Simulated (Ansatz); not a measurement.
**Sn: response to strain**

Base system: Sn (space group I4_1/amd, No. 141; a = 5.947 Å, c = 3.212 Å). Axes: x, y, z lie along a, b, c of the conventional cell.

Strains are applied to the cell and any free atomic positions relax; under biaxial strain the out-of-plane vector relaxes too.

The values are results of PBE/PAW in Ansatz (a first-principles code), no SOC, not measurements.

Notes on the quantities. pressure: mean of the normal stresses, compression positive.

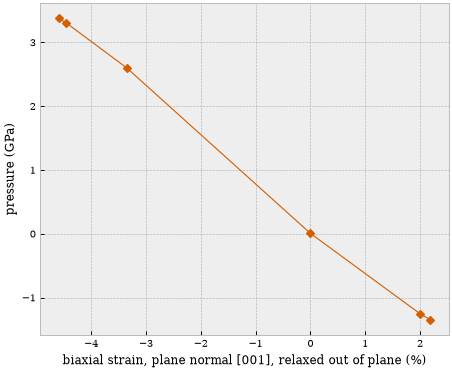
*Pressure against biaxial strain, plane normal [001], relaxed out of plane*

```tsv
biaxial strain, plane normal [001], relaxed out of plane (%)	pressure
-4.59	3.4 GPa
-4.45	3.3 GPa
-3.35	2.6 GPa
2	-1.3 GPa
2.19	-1.3 GPa
```

A biaxial case was relaxed in a doubled cell and then solved in the primitive one. Without a gap, meshes like the base's 16×16×16 leave anisotropic stresses uncertain by several tenths of a GPa, and small strain energies with them. Stability against distortions was not tested.
